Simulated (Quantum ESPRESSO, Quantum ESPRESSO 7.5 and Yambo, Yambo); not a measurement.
# Excitons of NbInO4 (P2/c): kernels and approximations

Aim: the absorption spectrum of NbInO4 (P2/c) with electron-hole interaction, and what each part of the kernel does.

Main program and level: Quantum ESPRESSO 7.5 and Yambo 5.3.0; LDA and many-body steps on it, plane waves.

### 1. The structure

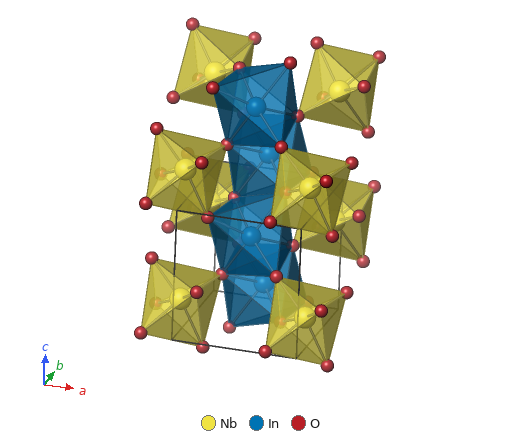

Start, viewed slightly off an axis; niobium yellow, indium blue, oxygen red. 1×1×2 cells are drawn. Some periodic images of atoms are drawn too.

The cell and positions come from the Crystallography Open Database and are kept as given unless a step says otherwise.

### 2. Empty states on the mesh, 4×2×2 mesh, 269 bands

This step: Quantum ESPRESSO 7.5; DFT, LDA, plane waves, norm-conserving pseudopotentials.

The sums over transitions need many empty states on a uniform mesh; this step solves for them.

Input file pw.in:

```
&control
  calculation = 'nscf'
  prefix = 'x'
  outdir = 'o'
  pseudo_dir = 'pseudo'
/
&system
  ibrav = 0
  nat = 12
  ntyp = 3
  ecutwfc = 80.0
  nbnd = 269
  force_symmorphic = .true.
/
&electrons
  conv_thr = 1e-9
  electron_maxstep = 80
  diago_full_acc = .true.
  diago_thr_init = 5e-6
/
ATOMIC_SPECIES
  Nb 92.906 Nb.upf
  In 114.82 In.upf
  O 15.999 O.upf
CELL_PARAMETERS angstrom
  4.8355000000 0.0000000000 -0.0000000000
  0.0000000000 5.7709000000 0.0000000000
  -0.1014445258 0.0000000000 5.1429996119
ATOMIC_POSITIONS crystal
  Nb 0.0000000000 0.1779000000 0.2500000000
  Nb 0.0000000000 0.8221000000 0.7500000000
  In 0.5000000000 0.6825000000 0.2500000000
  In 0.5000000000 0.3175000000 0.7500000000
  O 0.2600000000 0.6180000000 0.9010000000
  O 0.7400000000 0.6180000000 0.5990000000
  O 0.7400000000 0.3820000000 0.0990000000
  O 0.2600000000 0.3820000000 0.4010000000
  O 0.2170000000 0.8980000000 0.4380000000
  O 0.7830000000 0.8980000000 0.0620000000
  O 0.7830000000 0.1020000000 0.5620000000
  O 0.2170000000 0.1020000000 0.9380000000
K_POINTS automatic
  4 2 2 0 0 0
```

The run is started by

```
$ OMP_NUM_THREADS=1 mpirun -n 4 pw.x -nk 4 -in pw.in > pw.out
```

The log of the run:

```text
Program PWSCF v.7.5 starts

     This program is part of the open-source Quantum ESPRESSO suite
     for quantum simulation of materials; please cite
         "P. Giannozzi et al., J. Phys.:Condens. Matter 21 395502 (2009);
         "P. Giannozzi et al., J. Phys.:Condens. Matter 29 465901 (2017);
         "P. Giannozzi et al., J. Chem. Phys. 152 154105 (2020);
     in publications or presentations arising from this work. More details at

     Atomic positions and unit cell read from directory:
     o/x.save/

     Message from routine setup:
[...]
19.6521  20.2794  20.8659  21.4039  21.4665  21.5341  22.7939  23.0143
     [... 22 further rows ...]
    74.5453  74.7391  74.9308  75.1099  75.6516  75.7329  75.7596  76.1418
    76.9642  77.0623  77.3729  77.4119  77.6272

          k = 0.0000-0.4190-0.4701 ( 11680 PWs)   bands (ev):

     [... further k-points ...]

     highest occupied, lowest unoccupied level (ev):     9.5819   12.8444

     XML data file, pseudopotentials, collected wavefunctions

=------------------------------------------------------------------------------=
   JOB DONE.
=------------------------------------------------------------------------------=
```

Run time: 2.1 min. Hardware: 4 MPI ranks of Arm Neoverse V1, shared host; peak memory 1.4 GiB.

Numbers from this step:

* gap: 3.262 eV
* k of the valence top: -0.5, 0, 0
* k of the conduction bottom: 0.25, 0, -0.5
* least direct gap: 3.374 eV
* k points computed: 12
* lowest point of the top converged band, above the valence top: 67.2696 eV

On this mesh the gap is 3.262 eV.

The density comes from a self-consistent run that is not shown.

### 3. Conversion and set-up

This step: Yambo 5.3.0; conversion and set-up on LDA, plane waves, norm-conserving pseudopotentials.

The states are converted to the many-body program's format and the q mesh is built.

The run is started by

```
$ (cd o/x.save; p2y > p2y.log; mv SAVE ../..); yambo > setup.log
```

The log of the run:

```text
 Yambo, version 5.3.0

 [02] CORE Variables Setup
 =========================

  [02.01] Unit cells
  ==================

  Cell kind             :  Unknown
  Atoms in the cell     :  Nb  In  O
  number of Nb atoms    :  2
  number of In atoms    :  2
  number of O  atoms    :   8

  List of atomic masses
  Mass of Nb    :  92.90600
  Mass of In    :  114.8200
  Mass of O     :  15.99900

  List of atomic coordinates    : [cc]
  Nb1       : -0.047926  1.940074  2.429715  order 1
  Nb2       : -0.143777  8.965346  7.289146  order 2
[...]
K/Q-points units:
 rlu = crystal or reduced units; cc = cartesian coordinates; iku = interal k-units

 Q [ 1]         [rlu]:  0.000000  0.000000  0.000000
 Q [ 2]         [rlu]: -0.96193E-18   0.0000     -0.50000
 Q [ 3]         [rlu]:  0.000000 -0.500000  0.000000
[...]
Q [ 8]         [rlu]:  0.250000 -0.500000 -0.500000
 Q [ 9]         [rlu]: -0.50000       0.0000     -0.71075E-19
 Q [10]         [rlu]:  0.500000  0.000000 -0.500000
 Q [11]         [rlu]: -0.50000     -0.50000     -0.71075E-19
 Q [12]         [rlu]:  0.500000  0.500000 -0.500000

  [03.01] X indexes
  =================

   [03.01.01] Sigma indexes
   ========================

 [06] Game Over & Game summary
```

Run time: 4.4 s. Hardware: 1 MPI rank; peak memory 0.26 GiB.

### 4. Screening and self-energy, 4×2×2 mesh, 269 bands, screening to 149.7 eV

Now the one-shot GW correction: screening in the RPA, then the self-energy of the levels asked for.

This step: G0W0 on LDA, plane waves, norm-conserving pseudopotentials.

Input file gw1.in:

```
HF_and_locXC
gw0
dyson
ppa
em1d
rim_cut
RandQpts= 1000000
RandGvec= 1 RL
EXXRLvcs= 80 Ry
VXCRLvcs= 320 Ry
Chimod= "HARTREE"
% BndsRnXp
 1 | 269 |
%
NGsBlkXp= 11 Ry
% LongDrXp
 1 | 1 | 1 |
%
% GbndRnge
 1 | 269 |
%
DysSolver= "n"
ExtendOut
PPAPntXp= 27.21138 eV
% QPkrange
 9 | 9 | 57 | 60 |
 6 | 6 | 57 | 60 |
 3 | 3 | 57 | 60 |
 1 | 1 | 57 | 60 |
%
```

The run is started by

```
$ OMP_NUM_THREADS=2 mpirun -n 2 yambo -F gw1.in -J gw1 -C gw1 > gw1.log
```

The log of the run:

```text
 Yambo, version 5.3.0

 [02] CORE Variables Setup
 =========================

  [... cell, symmetries and grids as in the set-up ...]

  [02.05] Energies & Occupations
  ==============================

  [X] === General ===
  [X] Electronic Temperature                        :  0.000000  0.000000 [eV K]
  [X] Bosonic    Temperature                        :  0.000000  0.000000 [eV K]
  [X] Finite Temperature mode                       : no
  [X] El. density                                   :  0.80827E+24 [cm-3]
[...]
QP @ state[ 2 ] b range                          :   57   60
   QP @ state[ 3 ] K range                          :   6   6
   QP @ state[ 3 ] b range                          :   57   60
   QP @ state[ 4 ] K range                          :   9   9
   QP @ state[ 4 ] b range                          :   57   60
   GF energies kind                                 : Slater exchange(X)+Perdew & Wang(C)
   GF WF`s kind                                     : Slater exchange(X)+Perdew & Wang(C)
   Xs energies kind                                 : Slater exchange(X)+Perdew & Wang(C)
   Xs WF`s kind                                     : Slater exchange(X)+Perdew & Wang(C)

 [11] Game Over & Game summary
```

Elapsed: 19 min, on 2 MPI ranks; peak memory 2.9 GiB.

Numbers from this step:

| Property | Result |
| --- | --- |
| G0W0 gap on the mesh | 4.900 eV |
| starting gap on the mesh | 3.262 eV |
| k of the valence top | 0, -0.5, 0 |
| k of the conduction bottom | 0.25, 0, -0.5 |
| least direct G0W0 gap on the computed points | 4.996 eV |

The gap on the mesh goes from 3.26 eV to 4.90 eV, a correction of +1.64 eV.

The gap opens by 1.637 eV; the next steps shift the empty bands rigidly by 1.623 eV, the correction at the start's least direct gap.

### 5. Excitons

Light makes an electron and a hole together. The Bethe-Salpeter equation adds their screened attraction and their exchange, in a window of bands around the gap.

This step: Bethe-Salpeter equation on LDA with a scissors shift, plane waves, norm-conserving pseudopotentials.

Input file bse3.in:

```
optics
bss
bse
em1s
dipoles
rim_cut
RandQpts= 1000000
RandGvec= 1 RL
Chimod= "HARTREE"
BSKmod= "SEX"
BSEmod= "resonant"
BSSmod= "d"
BSENGexx= 30 Ry
BSENGBlk= 6 Ry
% BSEQptR
 1 | 1 |
%
% BSEBands
 37 | 68 |
%
% BEnRange
 0 | 10 | eV
%
% BDmRange
 0.1 | 0.1 | eV
%
BEnSteps= 101
% BLongDir
 1 | 0 | 0 |
%
% BndsRnXs
 1 | 156 |
%
NGsBlkXs= 6 Ry
% LongDrXs
 1 | 1 | 1 |
%
% KfnQP_E
 1.623 | 1.0 | 1.0 |
%
WRbsWF
```

The run is started by

```
$ OMP_NUM_THREADS=2 mpirun -n 2 yambo -F bse3.in -J bse3 -C bse3 > bse3.log
```

The log of the run:

```text
 Yambo, version 5.3.0

 [02] CORE Variables Setup
 =========================

  [... cell, symmetries and grids as in the set-up ...]

  [02.05] Energies & Occupations
  ==============================

  [X] === General ===
  [X] Electronic Temperature                        :  0.000000  0.000000 [eV K]
  [X] Bosonic    Temperature                        :  0.000000  0.000000 [eV K]
  [X] Finite Temperature mode                       : no
  [X] El. density                                   :  0.80827E+24 [cm-3]
  [X] Fermi Level                                   :  9.581940 [eV]

  [X] === Gaps and Widths ===
  [X] Conduction Band Min                           :  3.262425 [eV]
  [X] Valence Band Max                              :  0.000000 [eV]
  [X] Filled Bands                                  :   58
  [X] Empty Bands                                   :   59  269
  [X] Direct Gap                                    :  3.373775 [eV]
  [X] Direct Gap localized at k                     :  3
  [X] Indirect Gap                                  :  3.262425 [eV]
  [X] Indirect Gap between kpts                     :   9   6
  [X] Last valence band width                       :  0.342098 [eV]
  [X] 1st conduction band width                     :  0.695949 [eV]

 [03] Transferred momenta grid and indexing
 ==========================================

 [BZ sampling] Q-grid is User defined and/or read from the database

 IBZ Q-points                                      :  12
 BZ  Q-points                                      :  16

 K/Q-points units:
 rlu = crystal or reduced units; cc = cartesian coordinates; iku = interal k-units

 Q [ 1]         [rlu]:  0.000000  0.000000  0.000000
 Q [ 2]         [rlu]: -0.96193E-18   0.0000     -0.50000
 Q [ 3]         [rlu]:  0.000000 -0.500000  0.000000
 Q [ 4]         [rlu]: -0.96193E-18 -0.50000     -0.50000
 Q [ 5]         [rlu]:  0.25000       0.0000      0.35538E-19
 Q [ 6]         [rlu]:  0.250000  0.000000 -0.500000
 Q [ 7]         [rlu]:  0.25000     -0.50000      0.35538E-19
 Q [ 8]         [rlu]:  0.250000 -0.500000 -0.500000
 Q [ 9]         [rlu]: -0.50000       0.0000     -0.71075E-19
 Q [10]         [rlu]:  0.500000  0.000000 -0.500000
 Q [11]         [rlu]: -0.50000     -0.50000     -0.71075E-19
 Q [12]         [rlu]:  0.500000  0.500000 -0.500000

  [03.01] X + BSE indexes
  =======================

   [03.01.01] Sigma indexes
   ========================

 [04] Coloumb potential Random Integration (RIM)
 ===============================================

  [04.01] RIM initialization
  ==========================

  * Diagonal components only detected *

  8 x (sBL volume)        :  0.128059 [a.u.]
  sBZ random points       :  1000000
  Points outside the sBZ  :   7991612
  RL volume               :  0.256119 [a.u.]
  Integrated volume       :  0.256388 [a.u.]

  [04.02] RIM integrals
  =====================

  Gamma point sphere radius             :  0.091430 [a.u.]
  Points outside the sphere             :   800999
  [Int_sBZ(q=0) 1/q^2]*(Vol_sBZ)^(-1/3) =:  7.394754
                                 should be <:  7.795600

  Summary of Coulomb integrals for non-metallic bands |Q|[au] RIM/Bare

  Q [1] 0.100000E-4 0.948581 * Q [5] 0.171935 0.778806
  Q [3] 0.288076 1.095968 * Q [2] 0.323247 1.157035
  Q [7] 0.335484 1.039545 * Q [9] 0.343870 0.933137
  Q [6] 0.363123 1.088725 * Q [4] 0.432986 1.088402
  Q [11] 0.448592 0.995617 * Q [8] 0.463515 1.060313
  Q [10] 0.467280 1.017899 * Q [12] 0.548943 1.021118

 [05] External/Internal QP corrections
 =====================================

 [QP_apply] Action to be applied: USER defined scissor

  [05.01]  QP corrections report
  ==============================

  [K+QP] === General ===
  [K+QP] Electronic Temperature                     :  0.000000  0.000000 [eV K]
  [K+QP] Bosonic    Temperature                     :  0.000000  0.000000 [eV K]
  [K+QP] Finite Temperature mode                    : no
  [K+QP] El. density                                :  0.80827E+24 [cm-3]
[...]
[coarse-grid] Minimum Bare Gap        [ev]:  3.262425
  [coarse-grid] Minimum Gap Correction  [ev]:  1.623000

  Eqp @ K [ 1]
  -112.5422 -112.5420  -71.1673  -71.1656  -71.1580  -71.1566  -71.1347  -71.1338
  -54.15434 -54.12845 -30.58357 -30.49826 -30.45850 -30.35870 -30.34951 -30.30218
  -17.30091 -16.49685 -16.14864 -16.14702 -16.12373 -15.85293 -15.58989 -15.49033
  -12.09271 -12.07691 -12.03158 -12.00414 -11.89909 -11.89044 -11.87155 -11.81366
  -11.66136 -11.46150  -5.63069  -5.46069  -4.71053  -4.11098  -3.94669  -3.57725
  -3.537319 -3.099972 -2.741785 -2.640539 -2.473957 -2.232247 -2.043726 -1.761320
[...]
[... 3 further rows ...]
[...]
Eqp @ K [ 2]
[...]
[... 3 further rows ...]
[...]
Eqp @ K [ 3]
[...]
[... 3 further rows ...]
[...]
Eqp @ K [ 4]
[...]
[... 3 further rows ...]
[...]
Eqp @ K [ 5]
[...]
[... 3 further rows ...]
[...]
Eqp @ K [ 6]
[...]
[... 3 further rows ...]
[...]
Eqp @ K [ 7]
[...]
[... 3 further rows ...]
[...]
Eqp @ K [ 8]
[...]
[... 3 further rows ...]
[...]
Eqp @ K [ 9]
[...]
12.24302  12.41034  12.72566  12.94636  13.24444  14.04748  14.74289  15.38381
     [... 45 further rows ...]
   26.06147  26.06147  26.77987  26.77988  27.67281  27.67281  28.41802  28.41802
   29.01371  29.01371  29.91008  29.91008  30.74329  30.74329  31.00604  31.00604

 [06] Dipoles
 ============

  [06.01] Setup: observables and procedures
  =========================================

  [WARNING] [x,Vnl] slows the Dipoles computation. To neglect it rename the ns.kb_pp file

  [WARNING] [r,Vnl^pseudo] included in position and velocity dipoles.

  [WARNING] In case H contains other non local terms, these are neglected

 [07] Static Dielectric Matrix
 =============================

 [WR./bse3//ndb.em1s]------------------------------------------------------------
  Brillouin Zone Q/K grids (IBZ/BZ)                :  12  16  12  16
  RL vectors                                       :  13917 [WF]
  Coulomb cutoff potential                         : none
  Electronic Temperature                           :  0.000000 [K]
  Bosonic    Temperature                           :  0.000000 [K]
  Static diel. fun.  energies                      : Slater exchange(X)+Perdew & Wang(C)
  wavefunctions                                    : Slater exchange(X)+Perdew & Wang(C)
  Global Gauge                                     : length
  X matrix size                                    :  245
  X band range                                     :    1  156
  X e/h energy range                               : -1.000000 -1.000000 [eV]
  X Time ordering                                  : T
  X Hxc Kernel                                     : HARTREE
  X Drude frequency                                :  0.000000  0.000000
  X poles                                          :  100.0000 [o/o]
  RL vectors in the sum                            :  13917
  [r,Vnl] included                                 : yes
  Field direction                                  :  0.577350E-5  0.577350E-5  0.577350E-5
  BZ energy Double Grid                            : no
  BZ energy DbGd points                            : 0
  BZ Q point size factor                           : -1.000000
  X Optical Averaged directions                    : none

 [08] Bethe Salpeter Equation driver
 ===================================

  [08.01] Bethe Salpeter Equation @q1
  ===================================

   [08.01.01] Transition pre-analysis @q1
   ======================================

   [08.01.02] Transition Groups build-up @q1
   =========================================

   [BSK] Transition groups (total):  24
   [BSK] Size (resonant):   3520
   [BSK]         (total):   3520
   [BSK] N. of matrices :  1

   [08.01.03] Loading Dipoles @q1
   ==============================

   [08.01.04] Independent Particles properties @q1
   ===============================================

   ==========================================================

   [BSE] Exchange components :  2695
   [BSE] Correlation components :   245   681

    [08.01.05.01] Screened interaction header I/O
    =============================================

    [08.01.05.02] Main kernel loop
    ==============================

    [08.01.05.03] Wave-Function Phases
    ==================================

    [BSE] WF phases found       :  70.83333 [o/o]

   [08.01.06] BSE solver(s) @q1
   ============================

   [08.01.07] Diago Solver @q1
   ===========================

 [11] Game Over & Game summary
```

Wall time 7.3 min (2 MPI ranks); peak memory 1.7 GiB; 24 min of CPU time.

This step gave:

```yaml
transitions_in_the_window: 3520
direct_gap_of_the_transition_levels: 4.997 eV
lowest_state: 4.436 eV
first_strong_exciton_over_a_fiftieth_of_the_strongest_listed: 4.534 eV
binding_of_the_lowest_state_below_the_direct_gap: 0.5603 eV
coulomb_term_of_one_mesh_cell: 0.5787 eV
```

The binding is 0.97 times the screened Coulomb term of one mesh cell (0.58 eV), so it is not shown settled.

The lowest state lies at 4.436 eV, 0.560 eV under the direct gap.

Lines within 3 meV are set at the lowest of them, and the highest group, which the list may cut short, is left out; lines within 3 meV are set at the lowest of them, and the highest group, which the list may cut short, is left out. Lines of the exciton spectrum (strongest = 100):

| position (eV) | lines merged | strength, relative |
| --- | --- | --- |
| 4.436 | 1 | 0.3 |
| 4.451 | 1 | 0.0 |
| 4.508 | 1 | 0.0 |
| 4.534 | 1 | 54 |
| 4.541 | 1 | 1.1 |
| 4.588 | 2 | 71 |
| 4.643 | 1 | 66 |
| 4.649 | 2 | 57 |
| 4.668 | 1 | 0.0 |
| 4.685 | 1 | 0.2 |
| 4.696 | 1 | 0.0 |
| 4.700 | 1 | 0.0 |
| 4.737 | 2 | 11 |
| 4.779 | 1 | 4.7 |
| 4.791 | 1 | 100 |
| 4.799 | 1 | 0.0 |
| 4.815 | 1 | 0.0 |
| 4.828 | 1 | 0.0 |

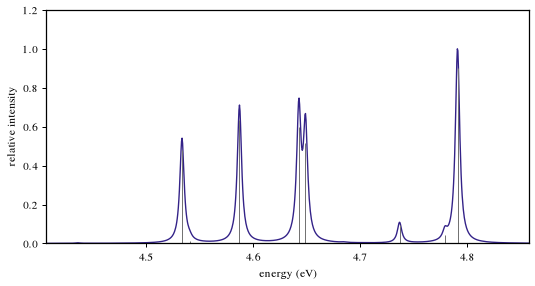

The exciton spectrum, broadened with Lorentzians of width 0.0049 eV; bars mark the lines.

The ε₂ has structure finer than the step of the table below, so its rows give means over 0.5 eV, whole bins alone (the curve runs from 0 to 10 eV). Peaks (eV: height): BSE 5.30: 8.15, 6.00: 7.59, 8.70: 4.09; no electron-hole interaction 6.00: 10.7, 6.40: 10.6, 9.80: 4.58.

Field along x; broadening 0.1 eV; transition window only. Limits: finite bands, cutoff and mesh; no spin-orbit coupling; coarse k mesh; exciton not shown settled in the k mesh. Table of ε₂ by photon energy; means over each step:

| photon energy (eV) | BSE | no electron-hole interaction |
| --- | --- | --- |
| 0.5 | 0.0248 | 0.0217 |
| 1.0 | 0.0299 | 0.0257 |
| 1.5 | 0.0367 | 0.0309 |
| 2.0 | 0.0466 | 0.0379 |
| 2.5 | 0.0615 | 0.0478 |
| 3.0 | 0.0865 | 0.0627 |
| 3.5 | 0.136 | 0.0869 |
| 4.0 | 0.281 | 0.132 |
| 4.5 | 1.63 | 0.244 |
| 5.0 | 4.39 | 1.12 |
| 5.5 | 7.05 | 3.39 |
| 6.0 | 7.01 | 9.18 |
| 6.5 | 5.85 | 8.83 |
| 7.0 | 5.47 | 6.52 |
| 7.5 | 4.91 | 4.84 |
| 8.0 | 3.24 | 4.38 |
| 8.5 | 3.73 | 3.41 |
| 9.0 | 3.60 | 3.52 |
| 9.5 | 2.89 | 3.85 |

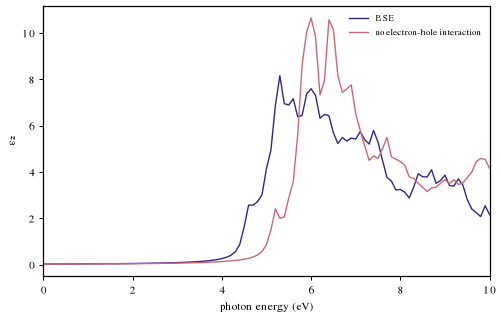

ε₂ against photon energy.

(Continued in part 2 of 3.)

[Paths, hosts, dates, memory and timing lines, banners, echoed tables and standing remarks are left out of the program output.]

[Logs are printed without paths, hosts, clocks, repeated set-up lines and the standing remarks that a program may print on its own settings, such as how far it seeks lower states.]

[Runs of the session that timed out or met a known fault of the program may be left out.]

[Hosts, paths, dates, database ids (printed as entryN), source tags and the programs' standing remarks are cut or masked in the printed files.]
